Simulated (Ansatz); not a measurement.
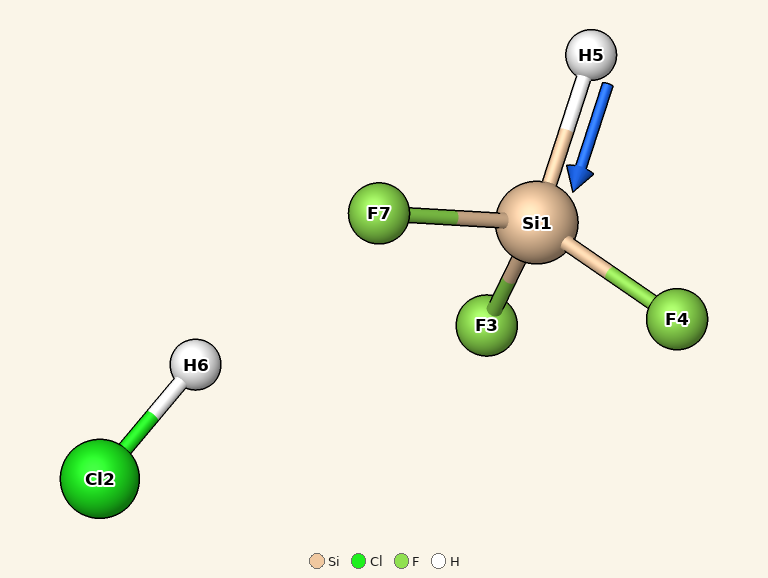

The arrows show one normal mode. Harmonic vibrations computed with RKS PBE0-D4/def2-TZVP (Ansatz 0.2.0) at a stationary point of the same level.

> Describe the motion.

Mostly Si–H stretching.

> At what wavenumber does it lie?

2369 cm⁻¹; it is mode 14 of 15 counted from the lowest.
